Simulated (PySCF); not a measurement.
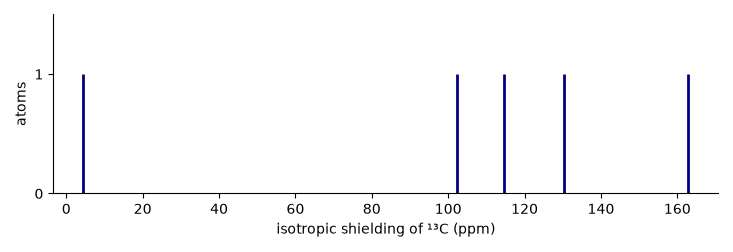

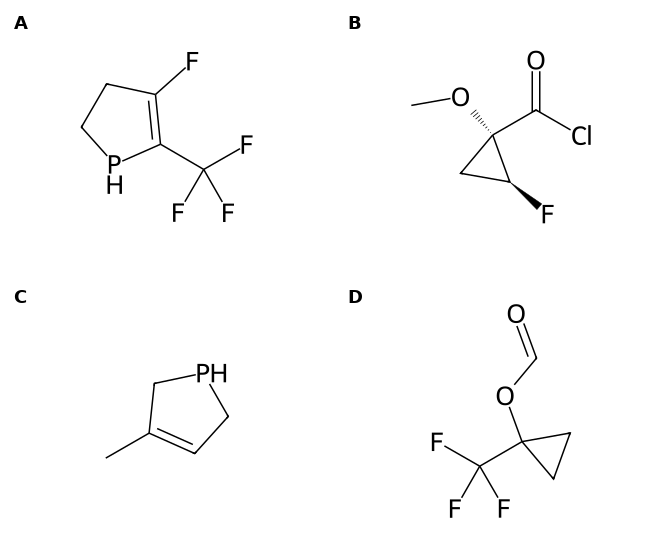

The sticks are computed shieldings of one of the molecules, for one fixed geometry (GFN2-xTB) without averaging over rotations. Low shielding means a high chemical shift. Method: GIAO PBE0/pcSseg-1 NMR shielding, non-relativistic, gas phase (PySCF 2.14.0).

### Match the spectrum to a structure.

B, `CO[C@@]1(C(=O)Cl)C[C@@H]1F`. Its 5 C atoms give lines at 4.5, 102.2, 114.5, 130.3, 162.8 ppm.

The geometry is semi-empirical. Around P such bond lengths and angles can be off by a tenth of an ångström or more and by several degrees, and values that hang on the shape move with them.
